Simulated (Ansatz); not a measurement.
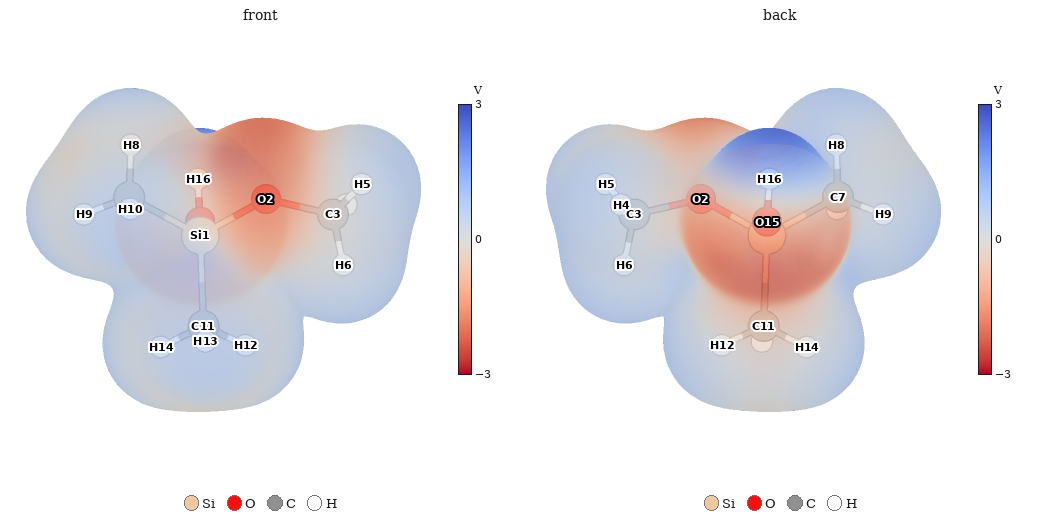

Figure 1: C₃H₁₀O₂Si. The electrostatic potential painted on the density surface at 0.002 e/bohr³, seen from the front and from behind; the colour scale runs from red (negative) to blue (positive).

Method: Ansatz, RKS B3LYP/6-31G.

```xyz
16

Si   -0.0425   -0.0185   -0.0442
O    -0.0132   -0.3125    1.6614
C    -1.1539   -0.2917    2.5522
H    -1.8769   -1.0754    2.2939
H    -0.7786   -0.4710    3.5620
H    -1.6638    0.6808    2.5303
C     1.7820   -0.0646   -0.5409
H     2.2431   -1.0099   -0.2383
H     1.8956    0.0502   -1.6237
H     2.3252    0.7458   -0.0442
C    -0.9352    1.5910   -0.4794
H    -1.9829    1.5548   -0.1658
H    -0.4550    2.4490    0.0022
H    -0.9172    1.7437   -1.5632
O    -0.9775   -1.2344   -0.8491
H    -0.7464   -2.1774   -0.8261
```

Describe the electrostatic potential map.

Answer. The most negative region (about −2.1 V) lies over O15, the most positive (about +2.3 V) over H16. O15 is the likeliest acceptor of a hydrogen bond.
